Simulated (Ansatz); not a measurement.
# BH₄NSi (SMILES B1N[SiH2]1): functionals against CCSD(T) at one geometry

A test off equilibrium: a structure displaced at random from a GFN2-xTB minimum is computed at several levels, and each is set against CCSD(T).

Method: single points in def2-TZVPP; program: Ansatz 0.2.0, Gaussian basis.

Cores are frozen in the correlated methods.

**1. The starting structure**

SMILES `B1N[SiH2]1`, 7 atoms, charge 0, spin multiplicity 1.

Atoms are counted from 1 here; the program's logs count them from 0.

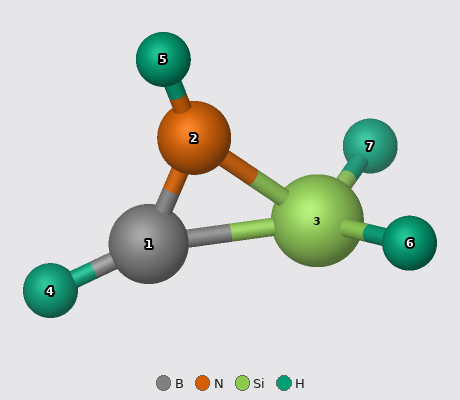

Start geometry, drawn with boron grey, nitrogen orange, silicon green, hydrogen teal; atoms are numbered from 1 in the order of the file.

As a file:

```mol
BH4NSi
  3D, bonds by distance, orders not assigned

  7  7  0  0  0  0  0  0  0  0999 V2000
   -0.9566   -0.4754   -0.2524 B   0  0
    0.0302    0.2268   -0.8207 N   0  0
    0.4701   -0.0173    0.9000 Si  0  0
   -1.9751   -0.9637   -0.6249 H   0  0
    0.2648    0.6323   -1.7630 H   0  0
    0.5331    1.4088    1.4984 H   0  0
    1.7615   -0.6802    0.9629 H   0  0
  1  2  8  0
  1  3  8  0
  1  4  8  0
  2  3  8  0
  2  5  8  0
  3  6  8  0
  3  7  8  0
M  END
```

**2. CCSD(T)/def2-TZVPP**

Contents of run/in.yaml:

```yaml
crystal:
  periodic: [false, false, false]
  atoms:
    - {symbol: B, position_ang: [-0.956600, -0.475400, -0.252400]}
    - {symbol: N, position_ang: [0.030200, 0.226800, -0.820700]}
    - {symbol: Si, position_ang: [0.470100, -0.017300, 0.900000]}
    - {symbol: H, position_ang: [-1.975100, -0.963700, -0.624900]}
    - {symbol: H, position_ang: [0.264800, 0.632300, -1.763000]}
    - {symbol: H, position_ang: [0.533100, 1.408800, 1.498400]}
    - {symbol: H, position_ang: [1.761500, -0.680200, 0.962900]}
basis:
  gaussian: {orbitals: def2-TZVPP}
correlation: {method: ccsd_t}
output: {forces: true}
```

No record of the launch command was kept for these runs.

**3. PBE0-D4/def2-TZVPP**

run/in.yaml, as its differences from that of step 2:

```diff
@@ -12,3 +12,3 @@
   gaussian: {orbitals: def2-TZVPP}
-correlation: {method: ccsd_t}
-output: {forces: true}
+hamiltonian: {xc: pbe0, dispersion: d4}
+output: {forces: true, orbitals: {seedname: orbitals}}
```

**4. wB97M-V/def2-TZVPP**

run/in.yaml, as its differences from that of step 3:

```diff
@@ -12,3 +12,3 @@
   gaussian: {orbitals: def2-TZVPP}
-hamiltonian: {xc: pbe0, dispersion: d4}
-output: {forces: true, orbitals: {seedname: orbitals}}
+hamiltonian: {xc: {name: wB97M-V}}
+output: {forces: true}
```

**5. r2SCAN-D4/def2-TZVPP**

run/in.yaml, as its differences from that of step 4:

```diff
@@ -12,3 +12,3 @@
   gaussian: {orbitals: def2-TZVPP}
-hamiltonian: {xc: {name: wB97M-V}}
+hamiltonian: {xc: r2scan, dispersion: d4}
 output: {forces: true}
```

**6. PBE-D4/def2-TZVPP**

run/in.yaml, as its differences from that of step 5:

```diff
@@ -12,3 +12,3 @@
   gaussian: {orbitals: def2-TZVPP}
-hamiltonian: {xc: r2scan, dispersion: d4}
+hamiltonian: {xc: pbe, dispersion: d4}
 output: {forces: true}
```

**7. r2SCAN0-D4/def2-TZVPP**

run/in.yaml, as its differences from that of step 6:

```diff
@@ -12,3 +12,3 @@
   gaussian: {orbitals: def2-TZVPP}
-hamiltonian: {xc: pbe, dispersion: d4}
+hamiltonian: {xc: {name: r2SCAN0}, dispersion: d4}
 output: {forces: true}
```

**8. r2SCANh-D4/def2-TZVPP**

run/in.yaml, as its differences from that of step 7:

```diff
@@ -12,3 +12,3 @@
   gaussian: {orbitals: def2-TZVPP}
-hamiltonian: {xc: {name: r2SCAN0}, dispersion: d4}
+hamiltonian: {xc: {name: r2SCANh}, dispersion: d4}
 output: {forces: true}
```

(Steps that only read results are left out.)

Q: Predict the outcome of this session. Wanted: energy less free atoms, CCSD(T)/def2-TZVPP; RMS force component; RMS force error; HOMO and LUMO, PBE0-D4; T1 diagnostic.

**Answer**, as computed:

| quantity | value |
| --- | --- |
| energy less free atoms, CCSD(T)/def2-TZVPP | -536.7 kcal/mol |
| RMS force component | 0.932 to 1.096 eV/Å over the methods |
| RMS force error | PBE0-D4 0.220, wB97M-V 0.174, r2SCAN-D4 0.190, PBE-D4 0.204, r2SCAN0-D4 0.258, r2SCANh-D4 0.212 eV/Å |
| HOMO and LUMO, PBE0-D4 | -7.30 and -0.57 eV |
| T1 diagnostic | 0.014 |

What this shows: Against CCSD(T) the functionals' energies less atoms differ by -29.9 to -12.6 kcal/mol, PBE-D4 by -29.9 kcal/mol. CCSD(T) in triple zeta still lacks some correlation energy of the bonds, so part of these gaps is its own basis error and they don't rank the functionals. The forces of wB97M-V come nearest to CCSD(T), those of r2SCAN0-D4 are farthest. Frozen-core CCSD(T) forces in triple zeta carry basis errors of their own, and this is one geometry, so small gaps rank nothing.
